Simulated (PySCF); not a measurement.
**Run report: HCl, single-point calculation**

System: HCl.
Method: RKS-b3pw91/x2c-tzvpall, stability (PySCF 2.14.0).

Some settings of this run were made unusual or wrong on purpose.

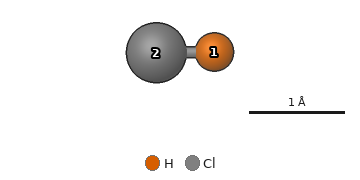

Fig. 1: The input geometry (ball-and-stick view, seen on its broad side; atoms are numbered from 1 in the order of the input). Bond lengths as drawn: Cl–H 0.61 Å.

Input file:
```python
from pyscf import gto, dft

mol = gto.M(
    atom='H 0 0 0; Cl 0 0 1.161',
    basis='x2c-tzvpall',
    charge=0,
    spin=0,
    unit='bohr',
    verbose=3,
)
mf = dft.RKS(mol, xc='b3pw91')
mf = mf.sfx2c1e()
mf.kernel()
mf.stability(internal=True, external=True)
mf.dip_moment()
print('orbital energies (hartree):', mf.mo_energy[..., max(0, mol.nelec[1]-3):mol.nelec[0]+3].round(4))
```

Command:
```bash
OMP_NUM_THREADS=1 python input.py
```

The program's output:
```
converged SCF energy = -460.983218972155
<class 'pyscf.x2c.sfx2c1e.sfX2C1eRKS'> wavefunction is stable in the internal stability analysis
<class 'pyscf.x2c.sfx2c1e.sfX2C1eRKS'> wavefunction is stable in the real -> complex stability analysis
<class 'pyscf.x2c.sfx2c1e.sfX2C1eRKS'> wavefunction is stable in the RHF/RKS -> UHF/UKS stability analysis
Dipole moment(X, Y, Z, Debye): -0.00000, -0.00000, -0.69892
orbital energies (hartree): [-0.5298 -0.3569 -0.3569  0.0863  0.1906  0.3496]
```

Outcome:

- outcome: converged
- SCF energy: −460.983219 hartree
- stability analysis: internal: stable; real -> complex: stable; RHF/RKS -> UHF/UKS: stable
- dipole moment: 0.70 D
- hardware: 1 CPU thread, shared host
- wall time: 5.1 s

Diagnosis:

Some settings of this run were drawn to be unusual or wrong. It converged; results that depend on the unusual settings are not reference values.
